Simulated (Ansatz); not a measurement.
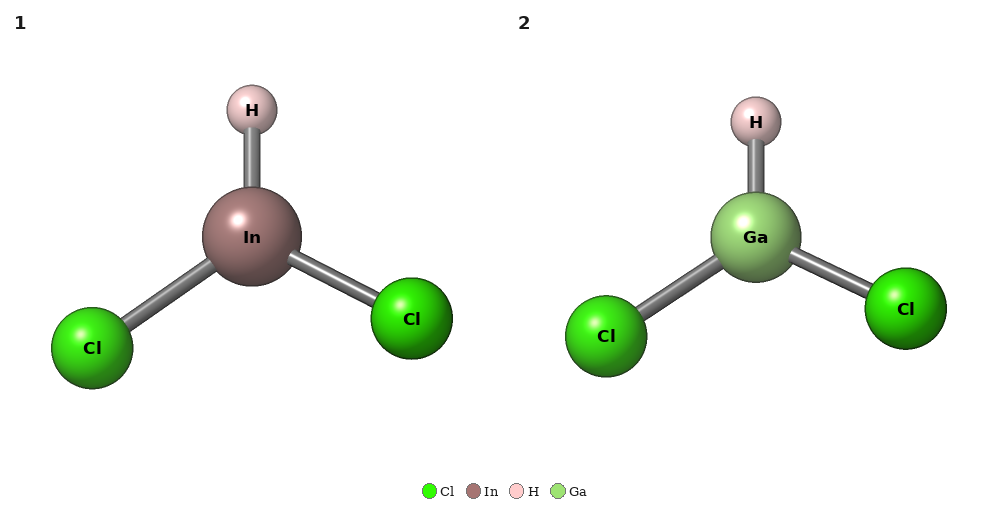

2 molecules with one skeleton, seen from the same side and at one scale. Charge 0, singlet. Computed geometries: PBE0-D4/def2-TZVP optimisations, one conformation each. Properties computed with Ansatz 0.2.0. Elements past Kr carry core potentials.

One atom differs, called X below: In in panel 1, Ga in panel 2. Their formulas are Cl2HIn (`[Cl][InH][Cl]`), Cl2GaH (`[Cl][GaH][Cl]`).

Question: In which is the dipole moment larger (ωB97M-V/def2-TZVPP)?

Answer: In panel 1 (X = In).

Question: In which is the length of X–H larger (PBE0-D4/def2-TZVP)?

Answer: In panel 1 (X = In).

Give the values. With PBE0-D4/def2-TZVP: mean length of X–Cl (Å), length of X–H (Å), angle Cl–X–Cl (°), harmonic zero-point energy (kJ/mol). With ωB97M-V/def2-TZVPP: dipole moment (D), HOMO energy (Kohn–Sham orbital) (eV), HOMO–LUMO gap (eV), vertical ionisation energy (eV).

| quantity | 1 (In) | 2 (Ga) | 2 − 1 |
| --- | --- | --- | --- |
| mean length of X–Cl (Å) | 2.312 | 2.128 | −0.184 |
| length of X–H (Å) | 1.694 | 1.545 | −0.149 |
| angle Cl–X–Cl (°) | 111.9 | 115.1 | +3.2 |
| dipole moment (D) | 2.56 | 1.72 | −0.84 |
| HOMO energy (Kohn–Sham orbital) (eV) | −11.14 | −11.39 | −0.25 |
| HOMO–LUMO gap (eV) | 10.76 | 11.41 | +0.65 |
| vertical ionisation energy (eV) | 11.39 | 11.68 | +0.29 |
| harmonic zero-point energy (kJ/mol) | 21.5 | 24.6 | +3.1 |
